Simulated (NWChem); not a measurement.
**Energy and gradient calculation of C$_{4}$H$_{4}$O (part 1 of 2)**

- system: C$_{4}$H$_{4}$O, SMILES C#COC=C
- method: MP2/STO-3G, RHF (NWChem 7.3.0)

The geometry comes from this level: PBE0-D4/def2-TZVP.

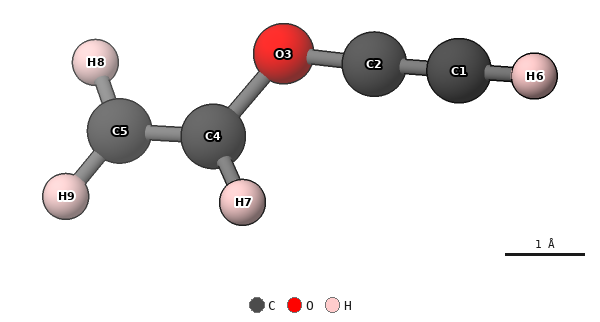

**Figure 1.** The input geometry (ball-and-stick view, seen at a tilt; atoms are numbered from 1 in the order of the input). Bond lengths as drawn: C–C 1.20 to 1.32 Å, C–H 1.06 to 1.08 Å and C–O 1.30 to 1.38 Å.

## Summary

- outcome: converged
- total energy: −225.924995 hartree
- SCF energy: −225.627965 hartree
- correlation energy: −0.297030 hartree
- basis functions: 29
- largest force: 4.582 eV/Å
- HOMO of the SCF reference: −7.33 eV
- LUMO of the SCF reference: 8.30 eV
- hardware: 1 thread of Intel Xeon @ 2.90GHz (Ice Lake), 16 GiB of memory available, shared host
- wall time: 6 s
- peak memory: 0.1 GiB

## Input
```
start work
title "C4H4O"
memory 2200 mb

geometry units angstrom noautosym nocenter noautoz
 C     1.514700    2.174000   -0.090400
 C     0.605800    1.410700    0.070500
 O    -0.403600    0.621700    0.260600
 C    -0.232700   -0.713300   -0.056700
 C    -1.219300   -1.570600    0.111800
 H     2.317400    2.855900   -0.231000
 H     0.752500   -0.955300   -0.438200
 H    -2.181200   -1.260000    0.498700
 H    -1.065200   -2.609300   -0.142200
end

basis spherical bse
 * library STO-3G
end

scf
 thresh 1e-08
 maxiter 80
end

mp2
 freeze core 5
 tight
end

task mp2 gradient
```

Launched with:
```bash
nwchem work.nw > work.out
```

## Log
```
Northwest Computational Chemistry Package (NWChem) 7.3.0
             --------------------------------------------------------

           Job information
           ---------------

    nwchem branch   = 7.3.0
    use scalapack   = T
    input           = work.nw
    prefix          = work.
    data base       = ./work.db
    status          = startup
    nproc           =        1

           Memory information
           ------------------

    heap     =     72089598 doubles =      550.0 Mbytes
    stack    =     72089595 doubles =      550.0 Mbytes
    global   =    144179200 doubles =     1100.0 Mbytes (distinct from heap & stack)
    total    =    288358393 doubles =     2200.0 Mbytes
    verify   = yes
    hardfail = no

           Directory information
           ---------------------

  0 permanent = .
  0 scratch   = .

                                NWChem Input Module
                                -------------------

                                       C4H4O
                                       -----

 Scaling coordinates for geometry "geometry" by  1.889725989
 (inverse scale =  0.529177249)

                             Geometry "geometry" -> ""
                             -------------------------

 Output coordinates in angstroms (scale by  1.889725989 to convert to a.u.)

  No.       Tag          Charge          X              Y              Z
 ---- ---------------- ---------- -------------- -------------- --------------
    1 C                    6.0000     1.51470000     2.17400000    -0.09040000
    2 C                    6.0000     0.60580000     1.41070000     0.07050000
    3 O                    8.0000    -0.40360000     0.62170000     0.26060000
    4 C                    6.0000    -0.23270000    -0.71330000    -0.05670000
    5 C                    6.0000    -1.21930000    -1.57060000     0.11180000
    6 H                    1.0000     2.31740000     2.85590000    -0.23100000
    7 H                    1.0000     0.75250000    -0.95530000    -0.43820000
    8 H                    1.0000    -2.18120000    -1.26000000     0.49870000
    9 H                    1.0000    -1.06520000    -2.60930000    -0.14220000

      Atomic Mass
      -----------

      C                 12.000000
      O                 15.994910
      H                  1.007825

 Effective nuclear repulsion energy (a.u.)     144.0473602902

            Nuclear Dipole moment (a.u.)
            ----------------------------
        X                 Y               Z
 ---------------- ---------------- ----------------
     1.1446070313    20.4273710188     3.7478935532

            XYZ format geometry
            -------------------
     9
 geometry
 C                     1.51470000     2.17400000    -0.09040000
 C                     0.60580000     1.41070000     0.07050000
 O                    -0.40360000     0.62170000     0.26060000
 C                    -0.23270000    -0.71330000    -0.05670000
 C                    -1.21930000    -1.57060000     0.11180000
 H                     2.31740000     2.85590000    -0.23100000
 H                     0.75250000    -0.95530000    -0.43820000
 H                    -2.18120000    -1.26000000     0.49870000
 H                    -1.06520000    -2.60930000    -0.14220000

 ==============================================================================
                                internuclear distances
 ------------------------------------------------------------------------------
       center one      |      center two      | atomic units |  angstroms
 ------------------------------------------------------------------------------
    2 C                |   1 C                |     2.26343  |     1.19775
    3 O                |   2 C                |     2.44758  |     1.29520
    4 C                |   3 O                |     2.61310  |     1.38279
    5 C                |   4 C                |     2.49038  |     1.31785
    6 H                |   1 C                |     2.00799  |     1.06258
    7 H                |   4 C                |     2.04817  |     1.08385
    8 H                |   5 C                |     2.04529  |     1.08232
    9 H                |   5 C                |     2.04157  |     1.08035
 ------------------------------------------------------------------------------
                         number of included internuclear distances:          8
 ==============================================================================

 ==============================================================================
                                 internuclear angles
 ------------------------------------------------------------------------------
        center 1       |       center 2       |       center 3       |  degrees
 ------------------------------------------------------------------------------
    2 C                |   1 C                |   6 H                |   179.66
    1 C                |   2 C                |   3 O                |   177.88
    2 C                |   3 O                |   4 C                |   117.27
    3 O                |   4 C                |   5 C                |   120.41
    3 O                |   4 C                |   7 H                |   114.12
    5 C                |   4 C                |   7 H                |   125.47
    4 C                |   5 C                |   8 H                |   121.63
    4 C                |   5 C                |   9 H                |   119.25
    8 H                |   5 C                |   9 H                |   119.13
 ------------------------------------------------------------------------------
                            number of included internuclear angles:          9
 ==============================================================================

 Summary of "ao basis" -> "" (spherical)
 ------------------------------------------------------------------------------
       Tag                 Description            Shells   Functions and Types
 ---------------- ------------------------------  ------  ---------------------
 *                           STO-3G                   on all atoms

                      Basis "ao basis" -> "ao basis" (spherical)
                      -----
  [basis functions not shown]

 Summary of "ao basis" -> "ao basis" (spherical)
 ------------------------------------------------------------------------------
       Tag                 Description            Shells   Functions and Types
 ---------------- ------------------------------  ------  ---------------------
 C                           STO-3G                  3        5   2s1p
 O                           STO-3G                  3        5   2s1p
 H                           STO-3G                  1        1   1s

                                 NWChem SCF Module
                                 -----------------

                                       C4H4O

  ao basis        = "ao basis"
  functions       =    29
  atoms           =     9
  closed shells   =    18
  open shells     =     0
  charge          =   0.00
  wavefunction    = RHF
  input vectors   = atomic
  output vectors  = ./work.movecs
  use symmetry    = F
  symmetry adapt  = F

 Summary of "ao basis" -> "ao basis" (spherical)
 ------------------------------------------------------------------------------
       Tag                 Description            Shells   Functions and Types
 ---------------- ------------------------------  ------  ---------------------
 C                           STO-3G                  3        5   2s1p
 O                           STO-3G                  3        5   2s1p
 H                           STO-3G                  1        1   1s

 Forming initial guess at       0.0s

      Superposition of Atomic Density Guess
      -------------------------------------

 Sum of atomic energies:        -224.35709289

      Non-variational initial energy
      ------------------------------

 Total energy =    -225.757786
 1-e energy   =    -594.369883
 2-e energy   =     224.564737
 HOMO         =      -0.065661
 LUMO         =       0.281360

 Starting SCF solution at       0.1s

 ----------------------------------------------
         Quadratically convergent ROHF

 Convergence threshold     :          1.000E-08
 Maximum no. of iterations :           80
 Final Fock-matrix accuracy:          1.000E-10
 ----------------------------------------------

              iter       energy          gnorm     gmax       time
             ----- ------------------- --------- --------- --------
                 1     -225.5702074341  8.04D-01  2.68D-01      0.3
                 2     -225.6187353750  3.07D-01  9.60D-02      0.5
                 3     -225.6278969916  1.80D-02  6.94D-03      0.7
                 4     -225.6279649214  2.52D-04  9.09D-05      1.2
                 5     -225.6279649336  3.84D-08  9.13D-09      2.2
                 6     -225.6279649336  3.94D-10  1.14D-10      2.8

       Final RHF  results
       ------------------

         Total SCF energy =   -225.627964933648
      One-electron energy =   -593.018622752150
      Two-electron energy =    223.343297528292
 Nuclear repulsion energy =    144.047360290210

        Time for solution =      2.6s

             Final eigenvalues
             -----------------

              1
    1  -20.3708
    2  -11.1116
    3  -11.0635
    4  -11.0299
    5  -10.9820
    6   -1.3923
    7   -1.0086
    8   -0.9413
    9   -0.7773
   10   -0.7122
   11   -0.6367
   12   -0.5939
   13   -0.5670
   14   -0.5384
   15   -0.4844
   16   -0.3629
   17   -0.3236
   18   -0.2695
   19    0.3049
   20    0.3940
   21    0.4286
   22    0.4920
   23    0.6086
   24    0.6566
   25    0.6820
   26    0.7618
   27    0.9261
   28    0.9923

                       ROHF Final Molecular Orbital Analysis
                       -------------------------------------

 Vector    6  Occ=2.000000D+00  E=-1.392307D+00
              MO Center= -2.2D-01,  5.6D-01,  1.9D-01, r^2= 6.2D-01
   Bfn.  Coefficient  Atom+Function         Bfn.  Coefficient  Atom+Function
  ----- ------------  ---------------      ----- ------------  ---------------
    12      0.786324  3 O  s                 11     -0.222560  3 O  s
    17      0.165368  4 C  s                  7      0.158844  2 C  s

 Vector    7  Occ=2.000000D+00  E=-1.008568D+00
              MO Center= -4.7D-01, -6.2D-01,  4.4D-02, r^2= 2.5D+00
   Bfn.  Coefficient  Atom+Function         Bfn.  Coefficient  Atom+Function
  ----- ------------  ---------------      ----- ------------  ---------------
    17      0.437046  4 C  s                 22      0.413419  5 C  s
     7     -0.249914  2 C  s                 14     -0.178143  3 O  py
    16     -0.160652  4 C  s                 21     -0.159878  5 C  s
     2     -0.153852  1 C  s

 Vector    8  Occ=2.000000D+00  E=-9.413075D-01
              MO Center=  8.2D-01,  1.3D+00, -1.6D-02, r^2= 2.8D+00
   Bfn.  Coefficient  Atom+Function         Bfn.  Coefficient  Atom+Function
  ----- ------------  ---------------      ----- ------------  ---------------
     2      0.451908  1 C  s                  7      0.403480  2 C  s
    22      0.213288  5 C  s                 12     -0.198275  3 O  s
     8      0.194095  2 C  px                 1     -0.187092  1 C  s
     9      0.154505  2 C  py                 6     -0.153168  2 C  s

 Vector    9  Occ=2.000000D+00  E=-7.772744D-01
              MO Center= -4.9D-01, -5.4D-01,  6.4D-02, r^2= 3.2D+00
   Bfn.  Coefficient  Atom+Function         Bfn.  Coefficient  Atom+Function
  ----- ------------  ---------------      ----- ------------  ---------------
    22      0.385616  5 C  s                 17     -0.361475  4 C  s
    14      0.355301  3 O  py                27     -0.195716  7 H  s
    29      0.191395  9 H  s                  8     -0.189711  2 C  px
    28      0.182307  8 H  s                 18     -0.164550  4 C  px
    19     -0.163719  4 C  py

 Vector   10  Occ=2.000000D+00  E=-7.122112D-01
              MO Center=  1.4D-01,  1.2D-01, -2.4D-02, r^2= 3.3D+00
   Bfn.  Coefficient  Atom+Function         Bfn.  Coefficient  Atom+Function
  ----- ------------  ---------------      ----- ------------  ---------------
    13      0.317854  3 O  px                27      0.282036  7 H  s
    18      0.275704  4 C  px                12     -0.256937  3 O  s
    14      0.223192  3 O  py                 2     -0.201721  1 C  s
     7      0.197118  2 C  s                 19     -0.184831  4 C  py
    26     -0.175024  6 H  s                  9     -0.152621  2 C  py
```
